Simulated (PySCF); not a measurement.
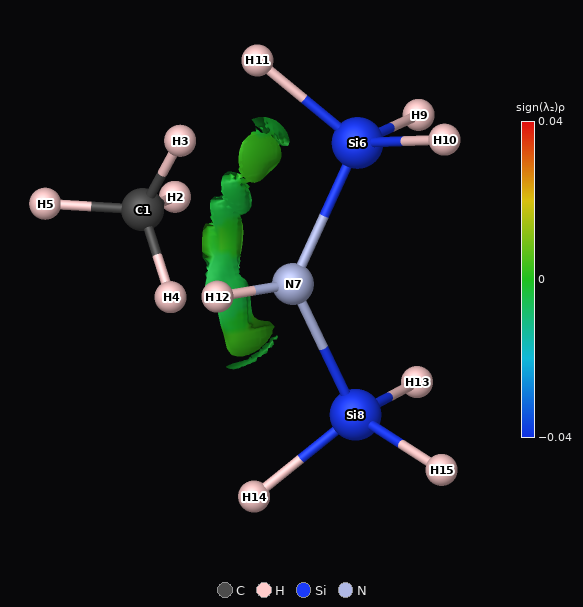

*CH11NSi2, SMILES `C.[SiH3]N[SiH3]`. Non-covalent interaction surfaces between the fragments (reduced density gradient s = 0.4, coloured by sign(λ₂)ρ in a.u.; trimmed to the region between the fragments where ρ is under 0.06 a.u.). Fragment A: H4C (atoms 1–5); fragment B: Si2H7N.*

Computed with PySCF, CAM-B3LYP/def2-SVP, geometry: GFN2-xTB.

Question: Interpret the surfaces between the fragments.

Answer: Bond critical points between the fragments: H4···N7, 3.10 Å, ρ = 0.004 a.u. It is weak and appears green (van der Waals range). The pose is a local one from a semi-empirical search, not shown to be the most stable.

Question: How strongly are they bound?

Answer: The counterpoise-corrected interaction energy of the frozen fragments is +0.6 kcal/mol without dispersion correction and −0.9 kcal/mol with D3(BJ). The pair geometry is semi-empirical, not a minimum at this level.
